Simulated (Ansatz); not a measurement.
TiC (rock salt) is sheared across one {100} plane: the third cell vector gains the shift, so faults repeat every 6.5 Å. The cut lies between planes 2.16 Å apart; the cell height is held.

```
CELL_PARAMETERS angstrom
      3.06022     0.00000     0.00000
      0.00000     3.06022     0.00000
      1.53011     1.53011     6.49171
ATOMIC_POSITIONS crystal
  C  0.00000 0.00000 0.83333
  C  0.33333 0.33333 0.16667
  C  0.66667 0.66667 0.50000
  Ti 0.50000 0.50000 0.83333
  Ti 0.83333 0.83333 0.16667
  Ti 0.16667 0.16667 0.50000
```

In-plane vectors a = (3.060, 0.000) Å, b = (0.000, 3.060) Å, area 9.36 Å². The shift is x·a + y·b, and the map repeats with period 1 in x and y. The shift is rigid: no atom relaxes. γ = [E(shift) − E(0)] / area.

Computed with r2SCAN (plane waves to 500 eV, PAW, scalar-relativistic; Ansatz, a quantum-chemistry and plane-wave program). k mesh 13×13×13 (Γ-centred), Fermi-Dirac smearing 0.05 eV. Energies are extrapolated to zero smearing. Points where atoms come too close for the PAW data are left out (x in tables, blank in figures). With partly filled bands, the k mesh leaves noise in γ, roughly 0.02 J/m² as judged from a few cases. Faults lie only 6.5 Å apart, and holding the cell height and the atoms raises γ above its relaxed value. TiC is run without spin polarisation. TiC was relaxed with its symmetry unable to fall. γ is measured from zero shift.

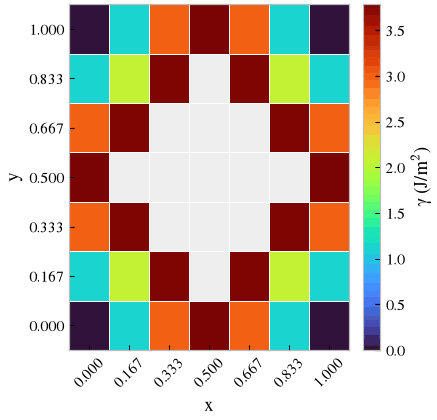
γ (J/m²), one tile a computed point (the last row and column repeat the first).

Task: Where does the grid have local minima besides zero shift?

Result: No grid point is one.

Task: Stepping between nearest grid points (4 neighbours each), what is the highest γ met on the easiest way from zero shift to the shift a?

Result: About 3.8 J/m².

(The slope of γ gives the shear force per area between the displaced halves; near zero shift its curvature is an elastic stiffness.)
